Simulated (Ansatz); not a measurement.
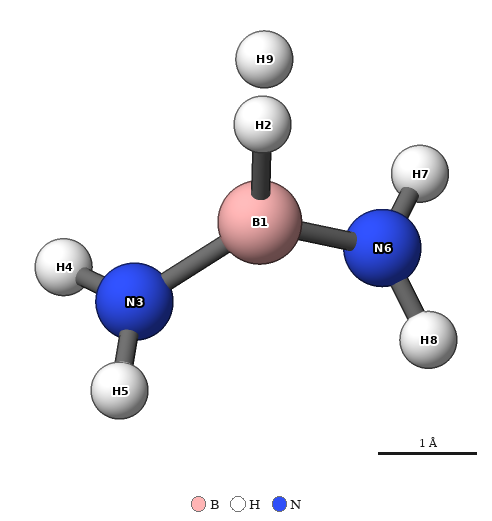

Figure 1. The input geometry (ball-and-stick view, seen at a tilt; atoms are numbered from 1 in the order of the input).

## Geometry relaxation, with input and output: BN2H6 (part 1 of 2)

System: BN2H6, multiplicity 2.
Method: UKS CAM-B3LYP/def2-SVP (Ansatz 0.2.0).

The input holds or restrains some coordinates. It belongs to a series of runs on one base structure; here: pulled along the bonds that form and break, towards end A. Figures and captions count atoms from 1; the log counts them from 0 in places.

### The program's output
```
The last accepted step is kept in [file] (removed where the run ends without a failure and the disk answers)
Engine: ansatz 0.2.0, x86_64-unknown-linux-gnu
Functional definition: CAM-B3LYP
  parameter alpha = 0.19
  parameter beta = 0.46
  parameter omega = 0.33/bohr
  parameter ac = 0.81
  exchange = (1 - alpha - beta)*b88_x + beta*b88_x_sr(omega) + alpha*exact_x + beta*exact_x_lr(omega)
  correlation = (1 - ac)*vwn5_c + ac*lyp_c
818 factors; integrals over basis functions are off by at most 4.2e-4 eV
250 factors; integrals over basis functions are off by at most 2.0e-6 eV
mean field evaluation 1: about -3739.1476 eV, gradient 4.2e1 eV
mean field evaluation 2: about -3736.2262 eV, gradient 4.8e1 eV
mean field evaluation 4: about -3746.1765 eV, gradient 1.4e0 eV
mean field evaluation 8: about -3746.2157 eV, gradient 1.0e-1 eV
mean field evaluation 16: about -3746.2166 eV, gradient 2.7e-4 eV
mean field -3746.21664184 eV, -137.6709223108 hartree, gradient 5.3e-5 eV, S^2 0.760009; 2 other end points of the search recorded, 0 dependent functions left out
the calculation of the forces begins
reference -3746.21676821 eV, -137.6709269547 hartree; 13, 12 occupied and 59, 60 virtual orbitals, 818 factors
relax step   1: F+E_penalty+E_count = -3746.21664184 eV  Δ(F+E_penalty+E_count) = +0.000e0 eV  max|allowed force component| = 3.910e0 eV/Å  E_restraint = 13.08750000 eV  max|allowed force component, restraints' pulls added| = 3.467e1 eV/Å  Δτ_max = 0.0000 Å  (45 SCF iters, accepted)
  distance H 1 - H 8 = 0.9600 Å
  distance B 0 - H 1 = 1.4400 Å
these checks for a lower state are left out or cut short: starts, cluster_reference, orbital_swaps, neighbouring_geometries, increment
819 factors; integrals over basis functions are off by at most 1.9e-3 eV
250 factors; integrals over basis functions are off by at most 4.9e-6 eV
mean field evaluation 32: about -3746.6441 eV, gradient 1.5e-5 eV
mean field -3746.64414952 eV, -137.6866329283 hartree, gradient 1.5e-5 eV, S^2 0.755368; 0 other end points of the search recorded, 0 dependent functions left out
[... from here on the field's lines of each further geometry are left out, up to the last ...]
relax step   2: F+E_penalty+E_count = -3746.64414952 eV  Δ(F+E_penalty+E_count) = -4.275e-1 eV  max|allowed force component| = 2.302e0 eV/Å  E_restraint = 4.09294160 eV  max|allowed force component, restraints' pulls added| = 1.847e1 eV/Å  Δτ_max = 0.1950 Å  (40 SCF iters, accepted)
relax step   3: F+E_penalty+E_count = -3746.92434027 eV  Δ(F+E_penalty+E_count) = -2.802e-1 eV  max|allowed force component| = 2.660e0 eV/Å  E_restraint = 0.34345166 eV  max|allowed force component, restraints' pulls added| = 4.522e0 eV/Å  Δτ_max = 0.1948 Å  (35 SCF iters, accepted)
relax step   4: F+E_penalty+E_count = -3747.48757277 eV  Δ(F+E_penalty+E_count) = -5.632e-1 eV  max|allowed force component| = 1.216e0 eV/Å  E_restraint = 0.00303750 eV  max|allowed force component, restraints' pulls added| = 1.216e0 eV/Å  Δτ_max = 0.1991 Å  (32 SCF iters, accepted)
relax step   5: F+E_penalty+E_count = -3747.84705144 eV  Δ(F+E_penalty+E_count) = -3.595e-1 eV  max|allowed force component| = 9.878e-1 eV/Å  E_restraint = 0.00617536 eV  max|allowed force component, restraints' pulls added| = 9.878e-1 eV/Å  Δτ_max = 0.2000 Å  (32 SCF iters, accepted)
relax step   6: F+E_penalty+E_count = -3748.04356452 eV  Δ(F+E_penalty+E_count) = -1.965e-1 eV  max|allowed force component| = 1.445e0 eV/Å  E_restraint = 0.00486216 eV  max|allowed force component, restraints' pulls added| = 1.445e0 eV/Å  Δτ_max = 0.1950 Å  (31 SCF iters, accepted)
relax step   7: F+E_penalty+E_count = -3748.26129464 eV  Δ(F+E_penalty+E_count) = -2.177e-1 eV  max|allowed force component| = 1.033e0 eV/Å  E_restraint = 0.00677010 eV  max|allowed force component, restraints' pulls added| = 1.033e0 eV/Å  Δτ_max = 0.2000 Å  (32 SCF iters, accepted)
relax step   8: F+E_penalty+E_count = -3748.46641594 eV  Δ(F+E_penalty+E_count) = -2.051e-1 eV  max|allowed force component| = 1.371e0 eV/Å  E_restraint = 0.00935624 eV  max|allowed force component, restraints' pulls added| = 1.371e0 eV/Å  Δτ_max = 0.2000 Å  (32 SCF iters, accepted)
relax step   9: F+E_penalty+E_count = -3748.62482531 eV  Δ(F+E_penalty+E_count) = -1.584e-1 eV  max|allowed force component| = 1.126e0 eV/Å  E_restraint = 0.00971240 eV  max|allowed force component, restraints' pulls added| = 1.126e0 eV/Å  Δτ_max = 0.1999 Å  (31 SCF iters, accepted)
relax step  10: F+E_penalty+E_count = -3748.80053983 eV  Δ(F+E_penalty+E_count) = -1.757e-1 eV  max|allowed force component| = 5.868e-1 eV/Å  E_restraint = 0.00441148 eV  max|allowed force component, restraints' pulls added| = 5.868e-1 eV/Å  Δτ_max = 0.2000 Å  (30 SCF iters, accepted)
relax step  11: F+E_penalty+E_count = -3748.87669182 eV  Δ(F+E_penalty+E_count) = -7.615e-2 eV  max|allowed force component| = 3.419e-1 eV/Å  E_restraint = 0.00244217 eV  max|allowed force component, restraints' pulls added| = 1.725e-1 eV/Å  Δτ_max = 0.1999 Å  (31 SCF iters, accepted)
the calculation of the forces begins
reference -3748.89324503 eV, -137.7692856639 hartree; 13, 12 occupied and 59, 60 virtual orbitals, 818 factors
relax step  12: F+E_penalty+E_count = -3748.89311702 eV  Δ(F+E_penalty+E_count) = -1.643e-2 eV  max|allowed force component| = 3.053e-1 eV/Å  E_restraint = 0.00211714 eV  max|allowed force component, restraints' pulls added| = 1.058e-1 eV/Å  Δτ_max = 0.1302 Å  (30 SCF iters, accepted)
  distance H 1 - H 8 = 1.8633 Å
  distance B 0 - H 1 = 1.2014 Å
```

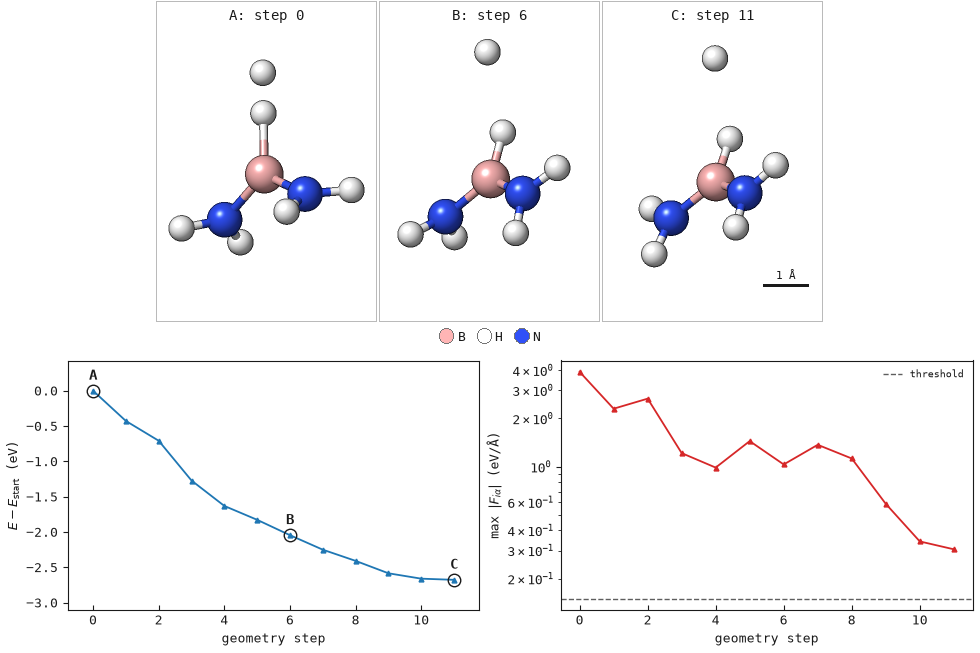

Figure 2. Frames of the restrained relaxation (ball-and-stick view, seen at a tilt) above the curves, on which the letters mark them (the first geometry is step 0 here and step 1 in the log).

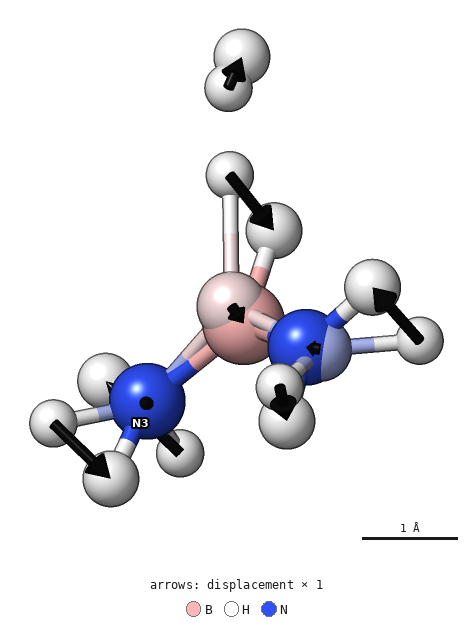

Figure 3. Start (faint) and end (solid) with the displacements as black arrows, at true length (ball-and-stick view, seen at a tilt). The two geometries are laid on each other by the best rigid fit. The largest move after the best rigid fit is that of H4, 1.09 Å. Largest moves by element: H 1.09 Å, B 0.23 Å, N 0.15 Å. Distances before and after: B1–H2 1.440 → 1.201 Å, B1–N3 1.550 → 1.408 Å, N3–H4 1.060 → 1.010 Å. Among the angles that change: H4–N3–H5 120.0° → 113.7°, B1–N3–H5 120.0° → 124.8°, N3–B1–N6 120.0° → 124.0°. The energy falls by 2.676 eV in 11 geometry steps. The largest force component goes from 3.9 to 0.31 eV/Å. (Atoms are counted from 1 in the order of the input.)

```
818 factors; integrals over basis functions are off by at most 1.2e-3 eV
250 factors; integrals over basis functions are off by at most 8.1e-6 eV
mean field -3748.89311702 eV, -137.7692809594 hartree, gradient 2.5e-5 eV, S^2 0.751064; 1 other end points of the search recorded, 0 dependent functions left out
the calculation of the forces begins
reference -3748.89324503 eV, -137.7692856639 hartree; 13, 12 occupied and 59, 60 virtual orbitals, 818 factors
Total energy: -3748.89324503 eV, -137.7692856639 hartree
Atom 0 at     0.007144    -0.178638    -0.154956 Å, force     0.038326     0.132297    -0.305288 eV/Å
Atom 1 at     0.012473    -0.661651     0.945085 Å, force     0.000719    -0.175107     0.227481 eV/Å
Atom 2 at     1.246982     0.056882    -0.779521 Å, force     0.079459     0.000968     0.020056 eV/Å
Atom 3 at     2.117710    -0.189059    -0.330840 Å, force     0.001520     0.025609    -0.018221 eV/Å
Atom 4 at     1.365020     0.503153    -1.679635 Å, force    -0.014115    -0.026416    -0.020469 eV/Å
Atom 5 at    -1.237129     0.129248    -0.735155 Å, force    -0.105804     0.028004     0.021089 eV/Å
Atom 6 at    -2.102335    -0.026451    -0.238242 Å, force    -0.008228    -0.000800    -0.025354 eV/Å
Atom 7 at    -1.361307     0.556587    -1.643383 Å, force     0.012357     0.000303    -0.017029 eV/Å
Atom 8 at    -0.048557    -0.190072     2.746647 Å, force    -0.004233     0.015142     0.117737 eV/Å
Dipole moment:     0.000500     0.144095    -0.343862 e Å
```

### Trajectory as extended XYZ (Å, eV, eV/Å), 12 frames, from step=1 to step=12
```
9
Properties=species:S:1:pos:R:3:forces:R:3 step=1 energy=-3746.21664
B     0.0000    0.0000    0.0000   -0.4172  -0.8551  -3.9104
H     0.0000    0.0000    1.4400   -0.0786  -0.4099  -0.1723
N     1.3423    0.0000   -0.7750   -1.1500   0.9174   0.8956
H     1.8089   -0.9179   -1.0268   -0.7703   1.8832   0.4275
H     1.7937    0.9179   -1.0532   -0.4409  -1.9246   0.3844
N    -1.3423    0.0000   -0.7750    1.6874   0.1527   1.2935
H    -2.0112   -0.8164   -0.6764    0.7534   1.9790   0.1293
H    -1.5914    0.8164   -1.4036    0.4009  -1.8940   0.6149
H     0.0000    0.0000    2.4000    0.0153   0.1513   0.3374
9
Properties=species:S:1:pos:R:3:forces:R:3 step=2 energy=-3746.64415
B    -0.0024   -0.0116   -0.0324   -0.2619  -0.0669  -2.3025
H    -0.0013   -0.0065    1.2451   -0.1209  -0.5269  -0.3926
N     1.3322    0.0075   -0.7674   -0.9703   0.4478   0.5378
H     1.7993   -0.8967   -1.0214   -0.6404   1.5137   0.2658
H     1.7897    0.9014   -1.0490   -0.2979  -1.3606   0.3036
N    -1.3297    0.0022   -0.7647    1.3248  -0.0559   0.8737
H    -2.0035   -0.7944   -0.6712    0.5116   1.5989   0.2410
H    -1.5845    0.7958   -1.3991    0.4540  -1.5797   0.3277
H     0.0002    0.0023    2.5901    0.0011   0.0297   0.1456
9
Properties=species:S:1:pos:R:3:forces:R:3 step=3 energy=-3746.92434
B    -0.0044    0.0024   -0.0809   -0.1961  -0.3505  -2.6602
H    -0.0076   -0.0350    1.0724   -0.1266  -0.6154   1.8816
N     1.3144    0.0165   -0.7672   -0.5447   0.5200   0.0124
H     1.7826   -0.8676   -1.0185   -0.4325   0.8665   0.1331
H     1.7873    0.8801   -1.0429   -0.0129  -0.6013   0.0770
N    -1.3081   -0.0001   -0.7594    0.7658   0.1706   0.1755
H    -1.9960   -0.7603   -0.6538    0.1982   1.0620   0.4586
H    -1.5689    0.7588   -1.4046    0.3499  -1.0562  -0.1929
H     0.0009    0.0053    2.7849   -0.0011   0.0043   0.1149
9
Properties=species:S:1:pos:R:3:forces:R:3 step=4 energy=-3747.48757
B    -0.0062   -0.0287   -0.1257   -0.3453  -0.1965  -0.7067
H    -0.0196   -0.1530    1.0719   -0.1652  -0.6394   0.4992
N     1.2890    0.0532   -0.8022   -0.4668   0.5855  -0.1668
H     1.7694   -0.8059   -1.0493   -0.0593   0.2067   0.0524
H     1.7827    0.9054   -1.0301    0.0887  -0.1150   0.0147
N    -1.2839    0.0020   -0.7818    0.2524  -0.0200   0.0937
H    -2.0554   -0.6399   -0.5260    0.4669   1.2163   0.2000
H    -1.4792    0.6575   -1.5505    0.2299  -1.0387  -0.0274
H     0.0032    0.0094    2.9237   -0.0015   0.0011   0.0408
9
Properties=species:S:1:pos:R:3:forces:R:3 step=5 energy=-3747.84705
B     0.0005   -0.0494   -0.0913   -0.3080  -0.1475  -0.8178
H    -0.0395   -0.2914    1.0893   -0.1097  -0.4814   0.3228
N     1.2886    0.0862   -0.7689   -0.1393   0.3580   0.0260
H     1.7384   -0.7598   -1.1076   -0.0380   0.2231   0.1080
H     1.7313    0.9431   -1.0756   -0.0983  -0.1086  -0.0316
N    -1.2509    0.0230   -0.7582    0.0020   0.1403  -0.2812
H    -2.0810   -0.5028   -0.4376    0.5422   0.9878  -0.0062
H    -1.3656    0.5310   -1.6560    0.1515  -0.9742   0.6225
H    -0.0218    0.0201    2.9358   -0.0025   0.0024   0.0574
```
